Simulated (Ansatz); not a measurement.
**F2GeH2O: molecular dynamics**

The plan is to follow the molecule's vibrations and see whether its bonds hold. The start is relaxed first. Runs: 300 steps of 0.5 fs at constant energy, with velocities drawn for 300 K. SMILES of the start: [OH][GeH]([F])[F].

Method: RKS LDA/def2-SVP, in Ansatz 0.2.0.

### 1 Starting point

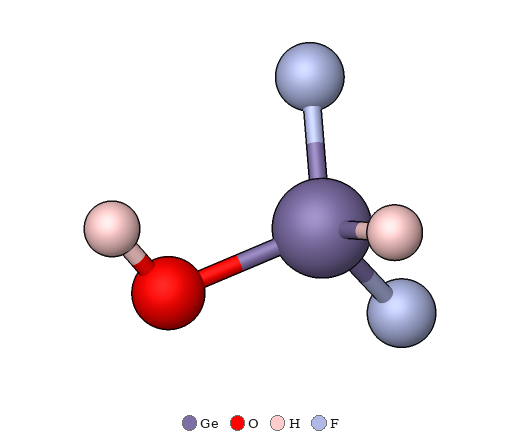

The starting structure, seen from a chosen angle (germanium purple, oxygen red, hydrogen pink, fluorine light blue).

Structure file:

```xyz
6

Ge    0.0000    0.0000    0.0000
O     0.0000    0.0000    1.7700
H    -0.9095   -0.2814    2.1071
F     1.5842    0.0000   -0.5594
H    -0.7300    1.2648   -0.5162
F    -0.7913   -1.3709   -0.5594
```

### 2 Preparing the start

The input, input.yaml:

```yaml
crystal:
  periodic: [false, false, false]
  atoms:
    - { symbol: Ge, position_ang: [0.0, 0.0, 0.0] }
    - { symbol: O, position_ang: [0.0, 0.0, 1.77] }
    - { symbol: H, position_ang: [-0.9095, -0.2814, 2.1071] }
    - { symbol: F, position_ang: [1.5842, 0.0, -0.5594] }
    - { symbol: H, position_ang: [-0.73, 1.2648, -0.5162] }
    - { symbol: F, position_ang: [-0.7913, -1.3709, -0.5594] }
basis:
  gaussian: { orbitals: def2-SVP }
hamiltonian:
  xc: lda
relax:
  f_tol: 0.02
  max_steps: 40
```

Run with:

```console
> ansatz run input.yaml --threads 1 --pin off --max-ram 2048MiB --backend cpu --events-out ev --progress --plain --runs-dir out
```

Log, shortened:

```text
Warning: RAYON_NUM_THREADS=1 ignored (pool sized by the plan → 1); use --threads N
[...]
Functional definition: SPW92
[...]
906 factors; their error is unknown
[...]
mean field -63885.53541426 eV, -2347.7501233030 hartree, gradient 7.2e-5 eV, S^2 0.000000; 0 other end points of the search recorded, 0 dependent functions left out
[...]
reference -63885.53544134 eV, -2347.7501242980 hartree; 30, 30 occupied and 54, 54 virtual orbitals, 906 factors
relax step   1: F+E_penalty+E_count = -63885.53541426 eV  Δ(F+E_penalty+E_count) = +0.000e0 eV  max|allowed force component| = 1.893e0 eV/Å  Δτ_max = 0.0000 Å  (25 SCF iters, accepted)
[...]
relax step   4: F+E_penalty+E_count = -63885.67150350 eV  Δ(F+E_penalty+E_count) = -3.184e-3 eV  max|allowed force component| = 4.115e-1 eV/Å  Δτ_max = 0.0706 Å  (28 SCF iters, accepted)
[...]
relax step   7: F+E_penalty+E_count = -63885.69173192 eV  Δ(F+E_penalty+E_count) = -1.643e-2 eV  max|allowed force component| = 1.890e-1 eV/Å  Δτ_max = 0.0977 Å  (29 SCF iters, accepted)
[...]
relax step  10: F+E_penalty+E_count = -63885.75169864 eV  Δ(F+E_penalty+E_count) = -2.172e-2 eV  max|allowed force component| = 1.148e-1 eV/Å  Δτ_max = 0.1999 Å  (30 SCF iters, accepted)
[...]
relax step  11: F+E_penalty+E_count = -63885.75630401 eV  Δ(F+E_penalty+E_count) = -4.605e-3 eV  max|allowed force component| = 4.800e-2 eV/Å  Δτ_max = 0.1002 Å  (28 SCF iters, accepted)
[...]
relax step  12: F+E_penalty+E_count = -63885.75676760 eV  Δ(F+E_penalty+E_count) = -4.636e-4 eV  max|allowed force component| = 1.758e-2 eV/Å  Δτ_max = 0.0287 Å  (25 SCF iters, accepted)
906 factors; their error is unknown
[...]
mean field -63885.75676761 eV, -2347.7582578882 hartree, gradient 5.8e-5 eV, S^2 0.000000; 1 other end points of the search recorded, 0 dependent functions left out
[...]
reference -63885.75679437 eV, -2347.7582588718 hartree; 30, 30 occupied and 54, 54 virtual orbitals, 906 factors
Total energy: -63885.75679437 eV, -2347.7582588718 hartree
Atom 0 at    -0.156252     0.107611    -0.010759 Å, force     0.006837    -0.017584     0.004031 eV/Å
Atom 1 at    -0.477967     0.221688     1.692435 Å, force    -0.002427     0.002998    -0.002220 eV/Å
Atom 2 at    -0.208839    -0.577228     2.187169 Å, force     0.002891    -0.000004    -0.000064 eV/Å
Atom 3 at     1.518791    -0.192934    -0.257680 Å, force    -0.003138     0.002585     0.001955 eV/Å
Atom 4 at    -0.622893     1.365516    -0.734534 Å, force    -0.002977     0.007897    -0.003092 eV/Å
Atom 5 at    -0.899440    -1.312153    -0.634530 Å, force    -0.001186     0.004109    -0.000611 eV/Å
Dipole moment:    -0.096226     0.136406     0.162926 e Å
```

Run time: 30 s. Hardware: 1 thread of Arm Neoverse N1, shared host; peak memory 0.12 GiB.

The steps of the relaxation:

```
step  energy from step 1 (eV)  largest force component (eV/Å)
   1                   0.0000                          1.8932
   2                  -0.1122                          0.7303
   3                  -0.1329                          0.1431
   4                  -0.1361                          0.4115
   5                  -0.1399                          0.3334
  6x                  -0.0649                          1.9652
   7                  -0.1563                          0.1890
   8                  -0.1612                          0.7436
   9                  -0.1946                          0.1704
  10                  -0.2163                          0.1148
  11                  -0.2209                          0.0480
  12                  -0.2214                          0.0176
```

Step 1 is the start. 1 step was tried and not accepted (marked x).

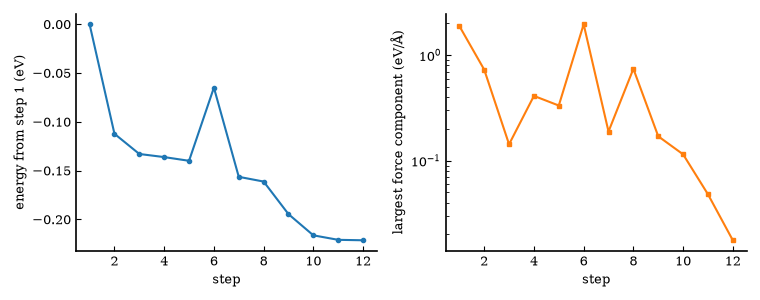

Energy and largest force along the relaxation.

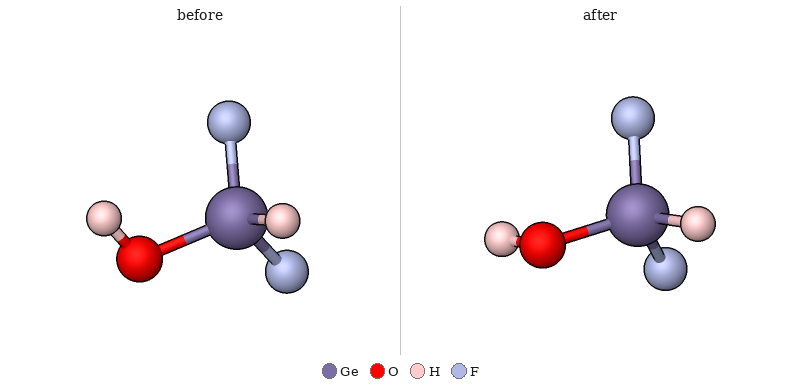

Before and after, at one scale.

After: Bond lengths: Ge1–O2 1.737 Å, O2–H3 0.977 Å, Ge1–F4 1.720 Å, Ge1–H5 1.524 Å, Ge1–F6 1.720 Å. Angles: Ge1–O2–H3 113.1°, O2–Ge1–F4 109.4°, O2–Ge1–H5 110.8°, O2–Ge1–F6 109.3°, F4–Ge1–H5 112.0°, F4–Ge1–F6 103.0°, H5–Ge1–F6 112.1°.

### 3 The run

300 steps of 0.5 fs at constant energy, with velocities drawn for 300 K, from the relaxed start.

The input, input.yaml:

```yaml
crystal:
  periodic: [false, false, false]
  atoms:
    - { symbol: Ge, position_ang: [-0.156252, 0.107611, -0.010759] }
    - { symbol: O, position_ang: [-0.477967, 0.221688, 1.692435] }
    - { symbol: H, position_ang: [-0.208839, -0.577228, 2.187169] }
    - { symbol: F, position_ang: [1.518791, -0.192934, -0.25768] }
    - { symbol: H, position_ang: [-0.622893, 1.365516, -0.734534] }
    - { symbol: F, position_ang: [-0.89944, -1.312153, -0.63453] }
basis:
  gaussian: { orbitals: def2-SVP }
hamiltonian:
  xc: lda
md:
  timestep: 0.5
  n_steps: 300
  ensemble: nve
  temperature: 300.0
  initial_velocities: maxwell_boltzmann
  seed: 318038
```

Run with:

```console
> ansatz run input.yaml --threads 1 --pin off --max-ram 2048MiB --backend cpu --events-out ev --progress --plain --runs-dir out
```

Log, shortened:

```text
Warning: RAYON_NUM_THREADS=1 ignored (pool sized by the plan → 1); use --threads N
[...]
[... 1 set-up line as earlier in the session ...]
[...]
906 factors; their error is unknown
[...]
mean field -63885.75679014 eV, -2347.7582587165 hartree, gradient 5.2e-5 eV, S^2 0.000000; 0 other end points of the search recorded, 0 dependent functions left out
[...]
reference -63885.75681682 eV, -2347.7582596970 hartree; 30, 30 occupied and 54, 54 virtual orbitals, 906 factors
md step     0: t =     0.00 fs  T =   300.0 K  F+E_penalty+E_count = -63885.75679014 eV  E_kin = 0.155112 eV  conserved = -63885.60167815 eV  (26 SCF iters)
[...]
md step    20: t =    10.00 fs  T =    85.7 K  F+E_penalty+E_count = -63885.64541803 eV  E_kin = 0.044329 eV  conserved = -63885.60108865 eV  (27 SCF iters)
[...]
md step    40: t =    20.00 fs  T =   180.5 K  F+E_penalty+E_count = -63885.69411684 eV  E_kin = 0.093304 eV  conserved = -63885.60081260 eV  (27 SCF iters)
[...]
md step    60: t =    30.00 fs  T =    65.1 K  F+E_penalty+E_count = -63885.63467952 eV  E_kin = 0.033668 eV  conserved = -63885.60101110 eV  (27 SCF iters)
[...]
md step    80: t =    40.00 fs  T =   177.8 K  F+E_penalty+E_count = -63885.69345029 eV  E_kin = 0.091922 eV  conserved = -63885.60152817 eV  (26 SCF iters)
md step    81: t =    40.50 fs  T =   181.0 K  F+E_penalty+E_count = -63885.69516405 eV  E_kin = 0.093595 eV  conserved = -63885.60156871 eV  (27 SCF iters)
md step    82: t =    41.00 fs  T =   172.2 K  F+E_penalty+E_count = -63885.69044881 eV  E_kin = 0.089048 eV  conserved = -63885.60140122 eV  (27 SCF iters)
```

### 4 More of the same log: dynamics from the start

The log, continued, shortened:

```text
md step    83: t =    41.50 fs  T =   156.6 K  F+E_penalty+E_count = -63885.68204185 eV  E_kin = 0.080963 eV  conserved = -63885.60107891 eV  (26 SCF iters)
[...]
md step   108: t =    54.00 fs  T =   175.7 K  F+E_penalty+E_count = -63885.69230127 eV  E_kin = 0.090840 eV  conserved = -63885.60146166 eV  (26 SCF iters)
[...]
md step   133: t =    66.50 fs  T =   202.4 K  F+E_penalty+E_count = -63885.70611992 eV  E_kin = 0.104642 eV  conserved = -63885.60147816 eV  (26 SCF iters)
[...]
md step   158: t =    79.00 fs  T =   156.7 K  F+E_penalty+E_count = -63885.68215057 eV  E_kin = 0.081007 eV  conserved = -63885.60114350 eV  (25 SCF iters)
[...]
md step   183: t =    91.50 fs  T =   139.1 K  F+E_penalty+E_count = -63885.67277559 eV  E_kin = 0.071936 eV  conserved = -63885.60083939 eV  (25 SCF iters)
md step   184: t =    92.00 fs  T =   145.5 K  F+E_penalty+E_count = -63885.67611299 eV  E_kin = 0.075234 eV  conserved = -63885.60087851 eV  (25 SCF iters)
md step   185: t =    92.50 fs  T =   159.6 K  F+E_penalty+E_count = -63885.68355419 eV  E_kin = 0.082523 eV  conserved = -63885.60103164 eV  (25 SCF iters)
```

### 5 The log goes on: dynamics from the start

Output, continued, shortened:

```text
md step   186: t =    93.00 fs  T =   176.8 K  F+E_penalty+E_count = -63885.69267968 eV  E_kin = 0.091425 eV  conserved = -63885.60125498 eV  (26 SCF iters)
[...]
md step   207: t =   103.50 fs  T =    93.3 K  F+E_penalty+E_count = -63885.64961265 eV  E_kin = 0.048252 eV  conserved = -63885.60136061 eV  (26 SCF iters)
[...]
md step   228: t =   114.00 fs  T =   176.0 K  F+E_penalty+E_count = -63885.69184377 eV  E_kin = 0.090998 eV  conserved = -63885.60084549 eV  (26 SCF iters)
[...]
md step   249: t =   124.50 fs  T =   146.0 K  F+E_penalty+E_count = -63885.67695060 eV  E_kin = 0.075481 eV  conserved = -63885.60146951 eV  (26 SCF iters)
[...]
md step   299: t =   149.50 fs  T =   127.5 K  F+E_penalty+E_count = -63885.66659855 eV  E_kin = 0.065898 eV  conserved = -63885.60070047 eV  (27 SCF iters)
[...]
md step   300: t =   150.00 fs  T =   149.9 K  F+E_penalty+E_count = -63885.67850778 eV  E_kin = 0.077509 eV  conserved = -63885.60099916 eV  (27 SCF iters)
Total energy: -63885.67853476 eV, -2347.7553828843 hartree
Atom 0 at    -0.163284     0.081757    -0.000849 Å, force     0.614258     1.203748     0.131400 eV/Å
Atom 1 at    -0.449815     0.266472     1.697072 Å, force    -0.497226     1.154191    -0.923066 eV/Å
Atom 2 at    -0.256145    -0.416396     2.324404 Å, force     0.405843    -1.213880     0.790662 eV/Å
Atom 3 at     1.526768    -0.172985    -0.261428 Å, force    -0.282754    -0.035139     0.042726 eV/Å
Atom 4 at    -0.668347     1.354940    -0.715385 Å, force     0.143116    -0.247338     0.162275 eV/Å
Atom 5 at    -0.899318    -1.278948    -0.680869 Å, force    -0.383237    -0.861581    -0.203996 eV/Å
Dipole moment:    -0.138807     0.085161     0.239764 e Å
```

It took 9.6 min on 1 thread of Arm Neoverse N1, shared host; peak memory 0.14 GiB.

### 6 What the atoms did

One step in 22; energies are changes from step 0:

```
time (fs)  T (K)  potential energy change (meV/atom)  total energy change (meV/atom)
      0.0    300                                 0.0                            0.00
     11.0     54                                21.3                            0.16
     22.0    227                                 6.4                            0.03
     33.0     40                                22.6                            0.16
     44.0    190                                 9.5                            0.03
     55.0    140                                13.9                            0.12
     66.0    185                                10.0                            0.08
     77.0    183                                10.2                            0.08
     88.0    111                                16.4                            0.10
     99.0    138                                14.0                            0.07
    110.0    118                                15.8                            0.13
    121.0    178                                10.5                            0.03
    132.0    181                                10.4                            0.15
    143.0    143                                13.6                            0.03
    150.0    150                                13.0                            0.11
```

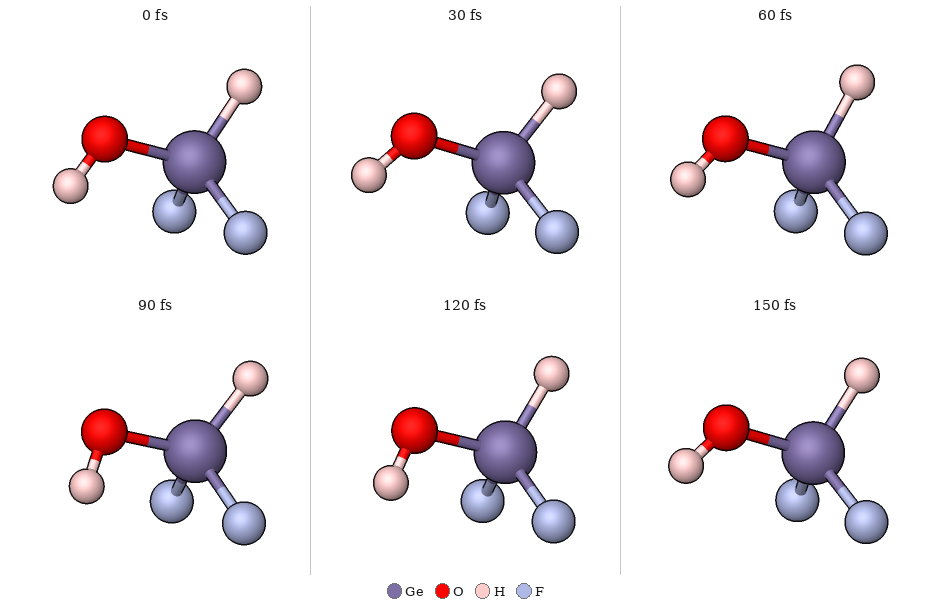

Six frames of the run, seen from a chosen angle. Sticks join atoms within a bonding distance in each frame.

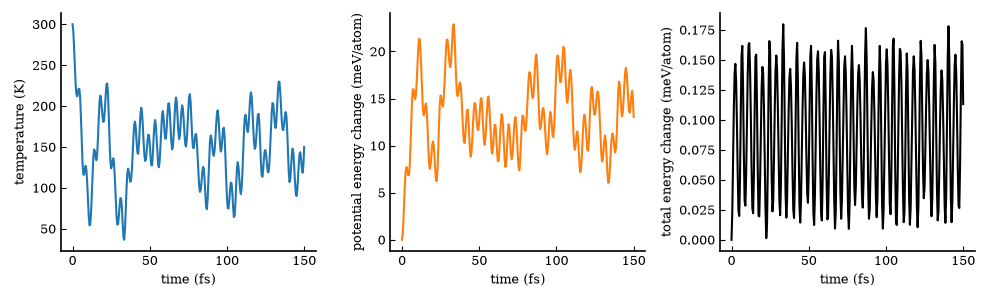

Traces against time; each panel has its own scale.

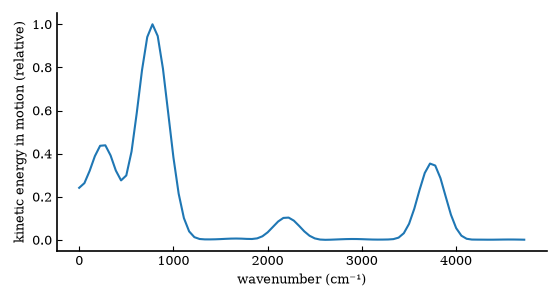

Power spectrum of the mass-weighted velocities; a run of 150 fs resolves no finer than about 440 cm⁻¹.

Maxima of the velocity power spectrum (cm⁻¹, relative height; resolution about 440 cm⁻¹): 280 (44), 780 (100), 2220 (10), 3720 (35).

### 7 Frames from the trajectory

Extended XYZ, with forces in eV/Å:

```xyz
6
time_fs=19.0 T=197 dE=0.0537
Ge   -0.159    0.091    0.004    0.484    0.124    0.043
O    -0.474    0.276    1.696    0.048   -1.044    0.876
H    -0.358   -0.535    2.272   -0.052    0.851   -0.700
F     1.520   -0.191   -0.286   -0.218    0.040    0.104
H    -0.675    1.342   -0.641   -0.066    0.417   -0.331
F    -0.882   -1.296   -0.677   -0.197   -0.388    0.008
6
time_fs=37.5 T=107 dE=0.1004
Ge   -0.154    0.095    0.010   -0.618   -0.398   -0.360
O    -0.478    0.289    1.726    0.237   -1.414    0.235
H    -0.335   -0.554    2.268   -0.175    1.219   -0.866
F     1.502   -0.187   -0.295    0.449   -0.183    0.169
H    -0.529    1.335   -0.797   -0.186    0.057    0.161
F    -0.890   -1.327   -0.707    0.294    0.720    0.661
6
time_fs=56.0 T=125 dE=0.0913
Ge   -0.164    0.096   -0.001    0.775    1.377   -0.457
O    -0.476    0.253    1.678    0.256   -1.330    1.629
H    -0.234   -0.554    2.240   -0.333    1.213   -0.870
F     1.525   -0.203   -0.276   -0.487    0.159    0.081
H    -0.728    1.400   -0.632    0.317   -0.415    0.012
F    -0.872   -1.286   -0.652   -0.528   -1.004   -0.394
6
time_fs=75.0 T=197 dE=0.0537
Ge   -0.151    0.124   -0.020   -0.982   -0.912    0.395
O    -0.485    0.187    1.703    0.451   -0.378   -0.006
H    -0.039   -0.532    2.233   -0.394    0.631   -0.651
F     1.503   -0.202   -0.243    0.588   -0.043   -0.092
H    -0.602    1.365   -0.797   -0.013   -0.093    0.160
F    -0.907   -1.337   -0.623    0.350    0.795    0.194
6
time_fs=94.0 T=195 dE=0.0545
Ge   -0.164    0.122   -0.027    1.013   -0.384    0.039
O    -0.473    0.157    1.666   -0.017    0.222    0.499
H     0.059   -0.537    2.102   -0.054    0.001    0.126
F     1.535   -0.200   -0.218   -0.506    0.115   -0.020
H    -0.573    1.345   -0.785   -0.221    0.428   -0.233
F    -0.907   -1.306   -0.584   -0.215   -0.381   -0.411
6
time_fs=112.5 T=182 dE=0.0613
Ge   -0.154    0.115   -0.032   -0.456   -0.449    1.038
O    -0.457    0.171    1.685   -0.606    1.121   -0.802
H    -0.040   -0.484    2.239    0.561   -0.849    0.462
F     1.518   -0.184   -0.204    0.311    0.011   -0.301
H    -0.720    1.355   -0.693    0.082    0.149   -0.168
F    -0.928   -1.311   -0.603    0.108    0.017   -0.228
6
time_fs=131.0 T=178 dE=0.0638
Ge   -0.158    0.100   -0.010   -0.197    0.168   -0.856
O    -0.456    0.232    1.697   -0.533    0.894   -0.749
H    -0.052   -0.527    2.107    0.525   -1.078    0.912
F     1.532   -0.167   -0.233   -0.158   -0.156    0.043
H    -0.560    1.364   -0.817   -0.016   -0.363    0.309
F    -0.936   -1.320   -0.659    0.379    0.535    0.341
6
time_fs=150.0 T=150 dE=0.0783
Ge   -0.163    0.082   -0.001    0.614    1.204    0.131
O    -0.450    0.267    1.697   -0.497    1.154   -0.923
H    -0.256   -0.416    2.324    0.406   -1.214    0.791
F     1.527   -0.173   -0.261   -0.283   -0.035    0.043
H    -0.668    1.355   -0.715    0.143   -0.247    0.162
F    -0.899   -1.279   -0.681   -0.383   -0.862   -0.204
```

### 8 Summary of results

```
                          quantity                         value
           relaxation of the start      10 moves, 0.221 eV lower
                            length           300 steps of 0.5 fs
  temperature, first and last step                 300 and 150 K
          temperature, second half  mean 146 K, from 64 to 230 K
     potential energy, second half   +13 meV/atom from the start
largest change of the total energy                 0.18 meV/atom
            bonds formed or broken                             0
```

In words: The temperature starts at 300 K and averages 146 K in the second half, where it ranges from 64 to 230 K; a mean near half the start is what vibrations about a minimum give, since they share energy equally between motion and strain. The total energy strays from its start by at most 0.18 meV/atom, 1.4 % of the mean kinetic energy, which is good for a step of 0.5 fs. No bond forms or breaks. Averages from a run of 150 fs with 6 atoms are rough. The nuclei move classically, without zero-point motion, which matters most for hydrogen.
